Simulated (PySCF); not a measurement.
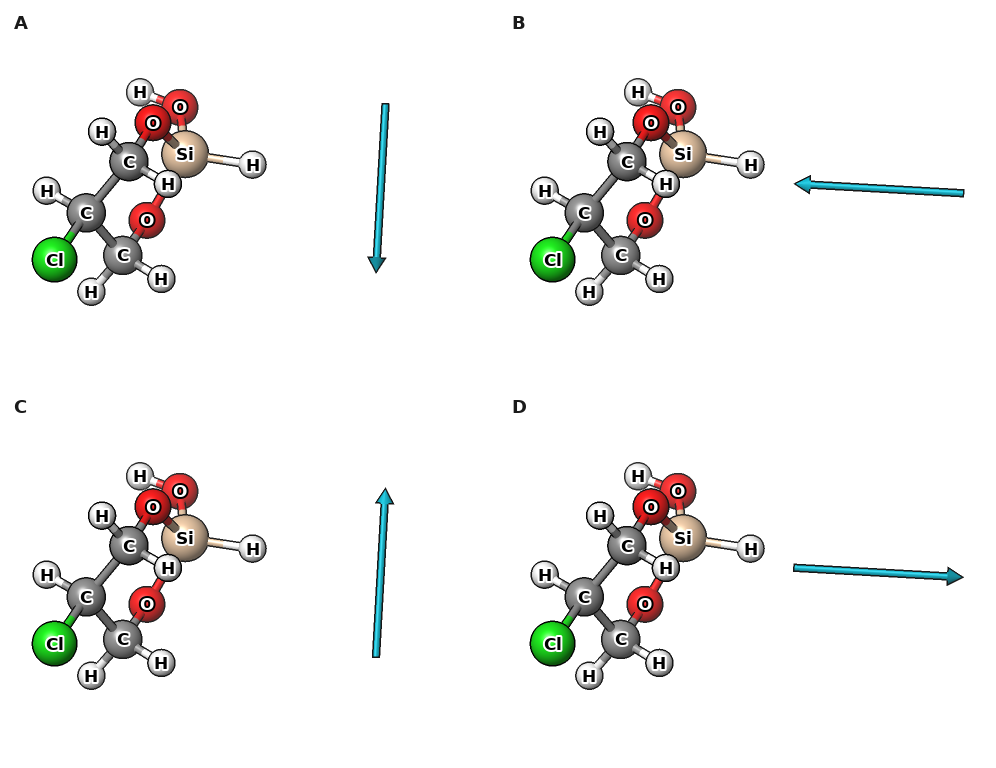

The same molecule four times, each with an arrow. The computed structure is the end point of a GFN2-xTB optimisation. No frequency run is at hand to confirm it as a minimum. Level of theory: PBE0/pcSseg-1, gas phase (PySCF 2.14.0).

Question: Which arrow points along the dipole moment, from the negative to the positive end?

Answer: B. The dipole moment is 1.04 D.

The geometry is semi-empirical. Around Si such bond lengths and angles can be off by a tenth of an ångström or more and by several degrees, and values that hang on the shape move with them.
